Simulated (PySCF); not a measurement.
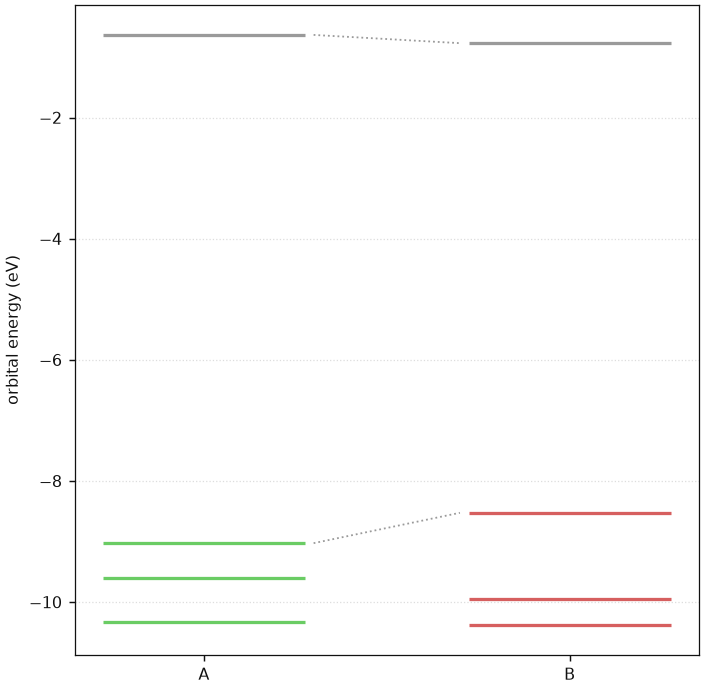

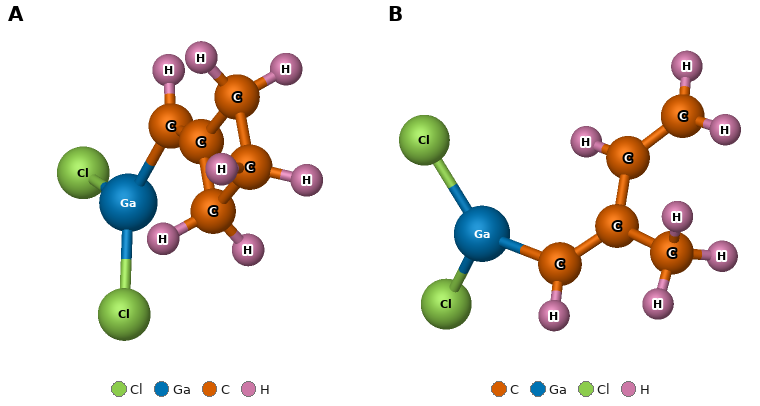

Related molecules: A is C₅H₇Cl₂Ga, SMILES [Cl][Ga]([Cl])[CH]=C1CCC1, singlet; B is C₅H₇Cl₂Ga, SMILES C=C/C(C)=[CH]\[Ga]([Cl])[Cl], singlet. Frontier orbital energies, CAM-B3LYP/def2-SVPD in PySCF 2.14.0, at a GFN2-xTB geometry (no frequency check); drawn are at most three filled levels and, in grey, the LUMO with any level within 0.03 eV of it; dotted lines join the HOMOs and the LUMOs.

Q: What does the change do to the frontier levels?

A: From A to B the HOMO rises by 0.50 eV and the LUMO falls by 0.14 eV, so the separation goes from 8.39 to 7.75 eV.

Limits of at least one run: one conformer of a flexible molecule; the tight-binding geometry is rougher than a DFT one and adds to the error.
